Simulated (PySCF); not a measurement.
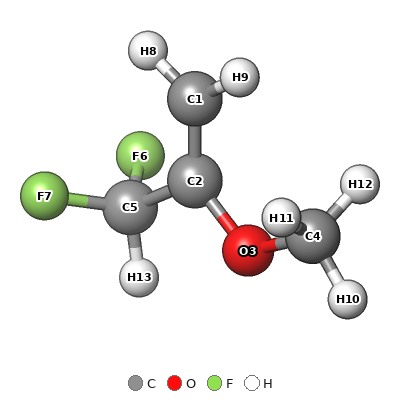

The molecule: C₄H₆F₂O, SMILES C=C(OC)C(F)F.

Kohn-Sham orbital energies near the frontier, B3LYP/def2-SVPD in PySCF 2.14.0, at a GFN2-xTB geometry (no frequency check), isolated molecule; empty levels in grey, levels within 0.03 eV side by side.

Q: Where do the frontier orbitals lie?

A: HOMO at −7.05 eV, LUMO at −0.38 eV, 6.67 eV apart.

Q: On which atoms do HOMO and LUMO mostly sit?

A: HOMO: C1 35 %, O3 26 %, C2 22 %. LUMO: C2 30 %, C1 30 %, O3 10 % (Löwdin shares).

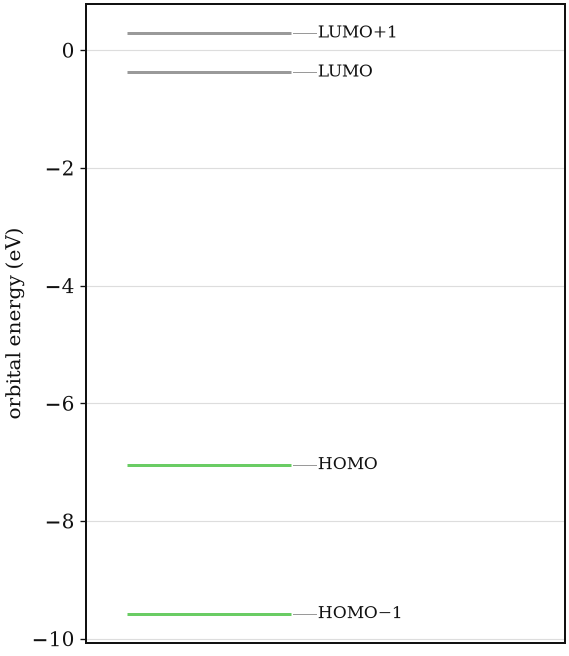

Caveats: the tight-binding geometry is rougher than a DFT one and adds to the error; one conformer of a flexible molecule; empty levels above zero depend strongly on the basis.
